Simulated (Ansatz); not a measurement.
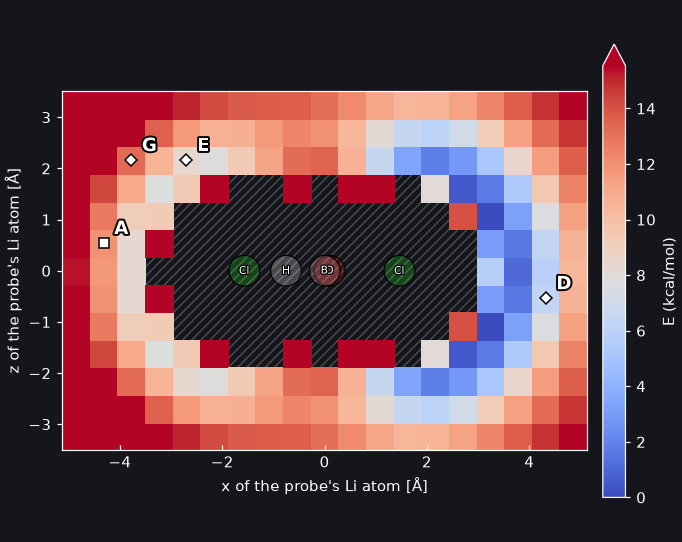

BCl₂HO (SMILES OB(Cl)Cl) with the probe Li+. The probe is moved over the plane through the molecule's long axis and the normal of its main plane. First axis: x of the probe's Li atom. Second axis: z of the probe's Li atom. Nothing is relaxed (molecule and probe rigid). Grid: 19 × 13 points; 96 points were computed and 89 follow by symmetry. At 62 points there is no value (left out of the scan, as a rule where atoms come close). Points are written as (first, second). Energies are in kcal/mol, from the lowest grid point. Energies and slopes of some neighbouring points disagree (a jump in structure or state, or too coarse a mesh). These are results of RKS PBE0-D4/def2-TZVP (Ansatz), not measurements.

Drawn: one coloured cell a grid point, labelled circles for the molecule's atoms, projected on the plane, one colour for all values above the top of the scale, hatched blanks where no value was computed, lettered points.

Is A the lowest point of the computed grid?

Answer. No. A lies 11.9 kcal/mol above the lowest grid point, which is at (3.24 Å, −1.08 Å) [nearest 1 Cl at 2.24 Å].

Rank the lettered points by energy, lowest first.

Answer. D (6.4 kcal/mol), E (8.3 kcal/mol), A (11.9 kcal/mol), G (13.3 kcal/mol).
